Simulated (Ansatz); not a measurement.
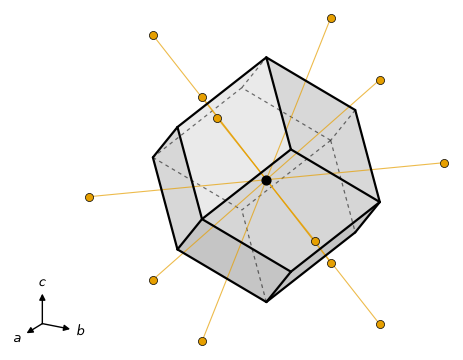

Crystal: CoSi2, a calculation's input that goes back to an entry of the Crystallography Open Database (an earlier step may have relaxed or displaced it). The Wigner–Seitz cell of the crystal's lattice, with lines to the lattice points that define its faces. The drawing is computed from the coordinates (standard cell, symmetry found to 0.002 Å).

a = 5.365 Å, b = 5.365 Å, c = 5.365 Å, α = 90.00°, β = 90.00°, γ = 90.00°; space group Fm-3m, No. 225.

What is the cell's combinatorial type?

Answer. A rhombic dodecahedron: 12 faces (12 with 4 edges), 24 edges, 14 vertices. Its volume is that of the primitive cell, 38.6 Å³.

Which lattice vectors do the faces bisect?

Answer.
```tsv
example	length (Å)	faces	edges of each	area (Å²)
1/2 a + 1/2 b	3.79	12	4	5.1
```
